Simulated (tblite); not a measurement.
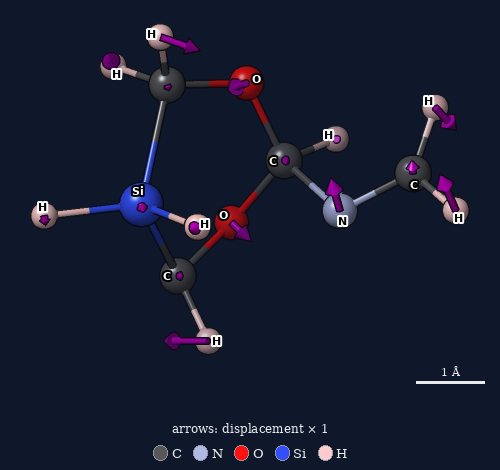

This is a relaxation of C4H8NO2Si (multiplicity 2). The starting structure is drawn; purple arrows show the displacements, at their true length. The two geometries are superimposed by the best rigid fit.

The picture is a ball-and-stick view, seen face on.

The calculation used tblite 0.8.0, GFN2-xTB geometry optimisation, gas phase. 

**Atoms of which element are displaced furthest, and by how much?**

Hydrogen: up to 0.93 Å, against 0.58 Å for nitrogen.

**What did the optimiser do to the structure, and how much energy did it gain?**

An H atom moves most after the best rigid fit: 0.93 Å. Largest moves by element: H 0.93 Å, N 0.58 Å, O 0.55 Å, C 0.22 Å, Si 0.16 Å. Some distances before and after: C–Si 2.731 → 2.904 Å, C–O 1.360 → 1.438 Å, C–Si 1.870 → 1.917 Å, C–H 1.135 → 1.090 Å. Bond angles that change, for instance: Si–C–H 112.3° → 129.1°, O–C–Si 107.1° → 120.4°, N–C–H 101.9° → 113.5°. Groups turn about C–N by about 40°. After 95 geometry steps the energy has fallen by 27.5 kcal/mol. The run took 0.7 s on 1 thread of Arm Neoverse V1, on a shared host.
